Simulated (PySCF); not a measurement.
# One shape, several levels: C2H7BS (SMILES CB(C)S)

Aim: a comparison of 5 runs (HF/def2-SVP, BLYP/3-21G, B3LYP/6-31G*, PBE0/def2-SVP, B3LYP/6-311G**) of C2H7BS. Input form: a Python script.

The calculation is run with PySCF 2.14.0.

**1. The molecule**

The species is C2H7BS (11 atoms), meant as a singlet with charge 0. SMILES: `CB(C)S`. The shape is that of a PBE0-D4/def2-TZVP optimisation.

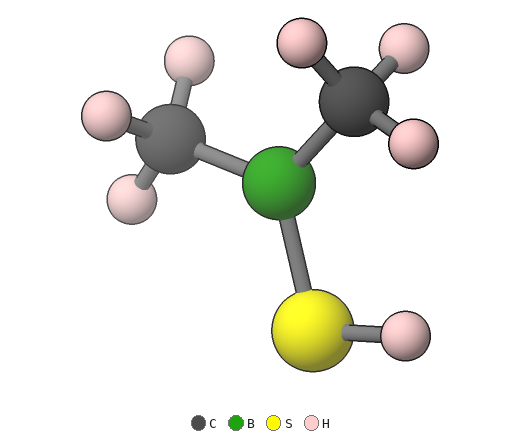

Viewed from a chosen angle; carbon dark grey, boron green, sulfur yellow, hydrogen pink.

**2. Energy and gradient at HF/def2-SVP (run 1)**

Input file geometry.xyz:

```xyz
11
C2H7BS
C      0.072100     0.972000    -0.907300
B     -0.166100    -0.303300    -0.028800
C      0.485700    -0.448700     1.390300
S     -1.209100    -1.660500    -0.572500
H      1.111700     1.309000    -0.847400
H     -0.529900     1.790500    -0.491400
H     -0.202100     0.868600    -1.958600
H      0.137900    -1.301700     1.975500
H      1.571800    -0.546200     1.271500
H      0.333900     0.462000     1.979400
H     -1.540700    -1.198500    -1.790100
```

Input file job.py:

```python
from pyscf import gto

mol = gto.Mole()
mol.atom = 'geometry.xyz'
mol.max_memory = 1860
mol.verbose = 4
mol.basis = 'def2-svp'
mol.build()

mf = mol.RHF()
mf.conv_tol = 1e-10
mf.kernel()
if not mf.converged:
    mf = mf.newton().run(mf.mo_coeff, mf.mo_occ)

energy = mf.e_tot
print('E(%s) = %.9f' % ('HF', energy))
grad = mf.nuc_grad_method().kernel()
mf.analyze()
```

Launch:

```bash
$ OMP_NUM_THREADS=1 python job.py
```

The program printed:

```text
PySCF version 2.14.0

[... 82 lines left out ...]
Nuclear Repulsion Energy =             144.727911604522717
[... 10 lines left out ...]
MO #5   energy= -7.61577009714584  occ= 2
[... 8 lines left out ...]
MO #14  energy= -0.56640677941545  occ= 2
[... 8 lines left out ...]
MO #23  energy= 0.190624465518737  occ= 0
[... 8 lines left out ...]
MO #32  energy= 0.421985621881049  occ= 0
[... 8 lines left out ...]
MO #41  energy= 0.822094566190597  occ= 0
[... 8 lines left out ...]
MO #50  energy= 0.936335972657414  occ= 0
[... 8 lines left out ...]
MO #59  energy= 1.31745505284786   occ= 0
[... 8 lines left out ...]
MO #68  energy= 1.81367295301494   occ= 0
[... 8 lines left out ...]
MO #77  energy= 2.19175144730837   occ= 0
[... 8 lines left out ...]
MO #86  energy= 2.79591859065431   occ= 0
[... 8 lines left out ...]
MO #95  energy= 3.37026155293985   occ= 0
[... 70 lines left out ...]
pop of  5 H 2py           0.00107
pop of  5 H 2pz           0.00019
pop of  6 H 1s            0.90916
pop of  6 H 2s            0.00707
pop of  6 H 2px           0.00010
pop of  6 H 2py           0.00005
pop of  6 H 2pz           0.00156
pop of  7 H 1s            0.90462
pop of  7 H 2s            0.00787
pop of  7 H 2px           0.00016
pop of  7 H 2py           0.00097
pop of  7 H 2pz           0.00059
pop of  8 H 1s            0.89314
pop of  8 H 2s            0.00695
pop of  8 H 2px           0.00159
pop of  8 H 2py           0.00004
pop of  8 H 2pz           0.00007
pop of  9 H 1s            0.89840
pop of  9 H 2s            0.00705
pop of  9 H 2px           0.00007
pop of  9 H 2py           0.00102
pop of  9 H 2pz           0.00060
pop of  10 H 1s           0.92800
pop of  10 H 2s           0.00832
pop of  10 H 2px          0.00079
pop of  10 H 2py          0.00099
pop of  10 H 2pz          0.00508
 ** Mulliken atomic charges  **
charge of    0C =     -0.37069
charge of    1B =      0.19528
charge of    2C =     -0.37079
charge of    3S =     -0.06326
charge of    4H =      0.09235
charge of    5H =      0.10139
charge of    6H =      0.08206
charge of    7H =      0.08579
charge of    8H =      0.09821
charge of    9H =      0.09285
charge of   10H =      0.05682
Dipole moment(X, Y, Z, Debye):  0.42834,  1.21885, -0.47825
```

Wall time 7.5 s (1 thread of Arm Neoverse V1, shared host); peak memory 0.2 GiB.

**3. Energy and forces at BLYP/3-21G (run 2)**

Input file run.py:

```python
import pyscf.grad
from pyscf import gto, dft

molecule = gto.M(
    atom=[
    ('C', (0.072100, 0.972000, -0.907300)),
    ('B', (-0.166100, -0.303300, -0.028800)),
    ('C', (0.485700, -0.448700, 1.390300)),
    ('S', (-1.209100, -1.660500, -0.572500)),
    ('H', (1.111700, 1.309000, -0.847400)),
    ('H', (-0.529900, 1.790500, -0.491400)),
    ('H', (-0.202100, 0.868600, -1.958600)),
    ('H', (0.137900, -1.301700, 1.975500)),
    ('H', (1.571800, -0.546200, 1.271500)),
    ('H', (0.333900, 0.462000, 1.979400)),
    ('H', (-1.540700, -1.198500, -1.790100)),
],
    verbose=4,
    basis='3-21g',
    spin=0,
    max_memory=1860,
)

mf = dft.RKS(molecule)
mf.xc = 'blyp'
mf.grids.level = 5
mf.conv_tol = 1e-10
mf.kernel()
if not mf.converged:
    mf = mf.newton().run(mf.mo_coeff, mf.mo_occ)

etot = mf.e_tot
print(f'total energy: {etot:.8f} hartree')
grad = mf.Gradients().kernel()
mf.analyze()
```

Launch:

```bash
$ OMP_NUM_THREADS=1 python run.py
```

The program printed:

```text
PySCF version 2.14.0

[... 82 lines left out ...]
total energy: -500.87054417 hartree
[... 18 lines left out ...]
DFT Exchange-Correlation Energy =      -43.062349264731623
[... 7 lines left out ...]
MO #6   energy= -5.64660128021575  occ= 2
[... 5 lines left out ...]
MO #12  energy= -0.419455704161619 occ= 2
[... 5 lines left out ...]
MO #18  energy= -0.277853464746177 occ= 2
[... 5 lines left out ...]
MO #24  energy= 0.112930719447867  occ= 0
[... 5 lines left out ...]
MO #30  energy= 0.280446556806727  occ= 0
[... 5 lines left out ...]
MO #36  energy= 0.524366567896265  occ= 0
[... 5 lines left out ...]
MO #42  energy= 0.813919323870249  occ= 0
[... 5 lines left out ...]
MO #48  energy= 0.997584402753292  occ= 0
[... 5 lines left out ...]
MO #54  energy= 1.92216913921882   occ= 0
[... 29 lines left out ...]
pop of  3 S 1s            1.99999
pop of  3 S 2s            1.99920
pop of  3 S 3s            1.67284
pop of  3 S 4s            0.00628
pop of  3 S 2px           1.99966
pop of  3 S 2py           1.99960
pop of  3 S 2pz           1.99953
pop of  3 S 3px           1.55999
pop of  3 S 3py           1.55952
pop of  3 S 3pz           1.21089
pop of  3 S 4px           0.00463
pop of  3 S 4py           0.00327
pop of  3 S 4pz           0.01219
pop of  4 H 1s            0.88044
pop of  4 H 2s            0.00918
pop of  5 H 1s            0.87132
pop of  5 H 2s            0.00915
pop of  6 H 1s            0.89618
pop of  6 H 2s            0.00883
pop of  7 H 1s            0.88944
pop of  7 H 2s            0.00927
pop of  8 H 1s            0.87463
pop of  8 H 2s            0.00909
pop of  9 H 1s            0.88037
pop of  9 H 2s            0.00905
pop of  10 H 1s           0.91250
pop of  10 H 2s           0.00875
 ** Mulliken atomic charges  **
charge of    0C =     -0.39080
charge of    1B =      0.07521
charge of    2C =     -0.38862
charge of    3S =     -0.02758
charge of    4H =      0.11038
charge of    5H =      0.11953
charge of    6H =      0.09498
charge of    7H =      0.10128
charge of    8H =      0.11628
charge of    9H =      0.11058
charge of   10H =      0.07875
Dipole moment(X, Y, Z, Debye):  0.52405,  1.45301, -0.51351
```

Run time: 16 s. Hardware: 1 thread of Arm Neoverse V1, shared host; peak memory 0.56 GiB.

Runs 3 to 4 aren't shown in full; the table further down has their settings and results.

**4. Energy and gradient at B3LYP/6-311G(d,p) (run 5)**

Input file start.xyz:

```xyz
11
C2H7BS
C      0.072100     0.972000    -0.907300
B     -0.166100    -0.303300    -0.028800
C      0.485700    -0.448700     1.390300
S     -1.209100    -1.660500    -0.572500
H      1.111700     1.309000    -0.847400
H     -0.529900     1.790500    -0.491400
H     -0.202100     0.868600    -1.958600
H      0.137900    -1.301700     1.975500
H      1.571800    -0.546200     1.271500
H      0.333900     0.462000     1.979400
H     -1.540700    -1.198500    -1.790100
```

Input file job.py:

```python
import pyscf.grad
from pyscf import gto, dft

mol = gto.M(
    atom='start.xyz',
    verbose=3,
    spin=0,
    max_memory=1860,
    basis='6-311g**',
)

mf = dft.RKS(mol)
mf.xc = 'b3lyp'
mf.conv_tol = 1e-10
mf.grids.level = 5
mf.kernel()
if not mf.converged:
    mf = mf.newton().run(mf.mo_coeff, mf.mo_occ)

e_tot = mf.e_tot
print('E(%s) = %.9f' % ('B3LYP', e_tot))
grad = mf.Gradients().kernel()
mf.analyze()
```

Launch:

```bash
$ OMP_NUM_THREADS=1 python job.py
```

The program printed:

```text
converged SCF energy = -503.579431353825
[... 10 lines left out ...]
MO #1   energy= -88.8445354951151  occ= 2
[... 10 lines left out ...]
MO #12  energy= -0.472591792517135 occ= 2
[... 10 lines left out ...]
MO #23  energy= 0.0513456751067748 occ= 0
[... 10 lines left out ...]
MO #34  energy= 0.26480226856895   occ= 0
[... 10 lines left out ...]
MO #45  energy= 0.563361675856574  occ= 0
[... 10 lines left out ...]
MO #56  energy= 0.813150761521799  occ= 0
[... 10 lines left out ...]
MO #67  energy= 1.38912389553963   occ= 0
[... 10 lines left out ...]
MO #78  energy= 1.65359447818984   occ= 0
[... 10 lines left out ...]
MO #89  energy= 2.09531978837797   occ= 0
[... 10 lines left out ...]
MO #100 energy= 2.47500810748654   occ= 0
[... 10 lines left out ...]
MO #111 energy= 3.74748404373692   occ= 0
[... 10 lines left out ...]
MO #122 energy= 189.073587263451   occ= 0
[... 12 lines left out ...]
Dipole moment(X, Y, Z, Debye):  0.39286,  1.13811, -0.45064
```

Run time: 55 s. Hardware: 1 thread of Arm Neoverse V1, shared host; peak memory 1.3 GiB.

**5. Overview of the runs**

```
run                               level  integration grid  Cartesian functions  energy (Eh)  dipole moment (D)  HOMO energy (eV)  LUMO energy (eV)  wall time
  1                         HF/def2-SVP                 –                   no  -501.877117               1.38            -10.44              3.62      7.5 s
  2                          BLYP/3-21G                 5                   no  -500.870544               1.63             -6.38             -0.80       16 s
  3  B3LYP/6-31G* (Cartesian functions)                 5                  yes  -503.516059               1.39             -7.42             -0.23       30 s
  4                       PBE0/def2-SVP                 5                   no  -503.039653               1.24             -7.72             -0.15       39 s
  5                      B3LYP/6-311G**                 5                   no  -503.579431               1.29             -7.62             -0.54       55 s
```

**6. Outcome**

| quantity | value |
| --- | --- |
| run 5: total energy | -503.57943 Eh |
| run 5: dipole moment | 1.29 D |
| run 5: HOMO energy | -7.62 eV |
| run 5: LUMO energy | -0.54 eV |
| run 5: HOMO–LUMO gap | 7.07 eV |
| run 5: largest force on an atom | 0.361 eV/Å |

In words: The dipole moment (its size) runs from 1.24 D (PBE0/def2-SVP) to 1.63 D (BLYP/3-21G). The two ends differ in method and basis. The HOMO–LUMO gap runs from 5.58 eV (BLYP/3-21G) to 14.06 eV (HF/def2-SVP). Totals of different functionals can't be ranked against each other. All runs together took 2.4 min, the longest 55 s.
